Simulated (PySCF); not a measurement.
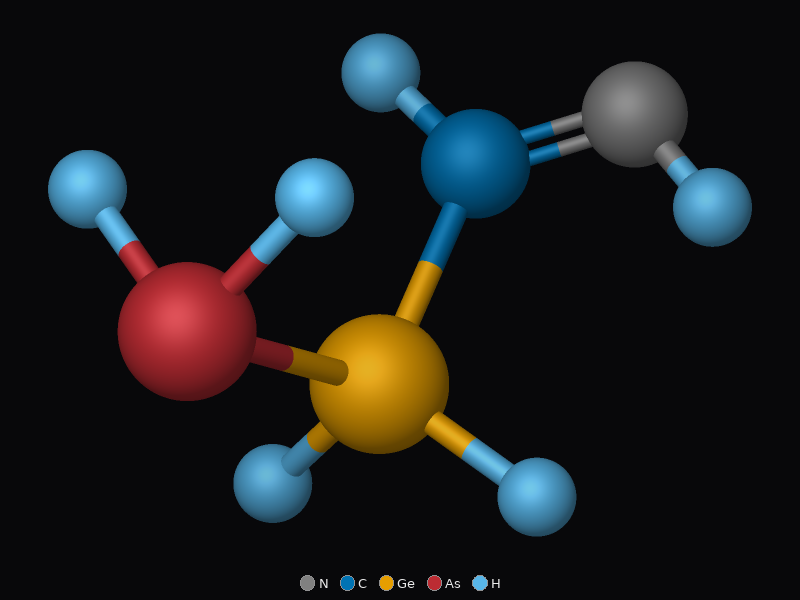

The computed structure is the end point of a PBE0-D3(BJ)/def2-SVP optimisation. No frequency run is at hand to confirm it as a minimum.

Give the structural formula.

SMILES: [H]/N=[CH]\[GeH2][AsH2]

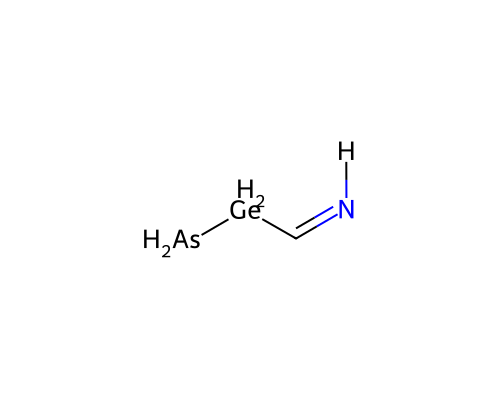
